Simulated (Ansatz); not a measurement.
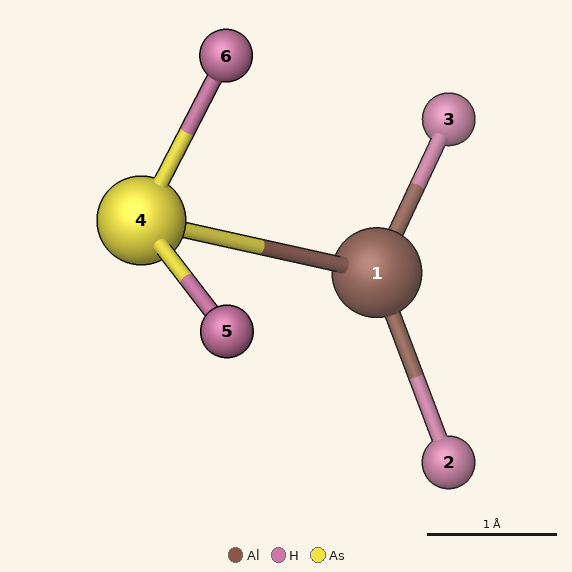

The computed structure is the end point of a PBE0-D4/def2-TZVP optimisation.

**Describe the coordination of atom 1.**

Al1 has 3 neighbours (H2 at 1.59, H3 at 1.59, As4 at 2.43 Å); the arrangement is trigonal planar.

**How are the neighbours of atom 4 arranged?**

As4 has 3 neighbours (Al1 at 2.43, H5 at 1.52, H6 at 1.52 Å); the arrangement is trigonal pyramidal.
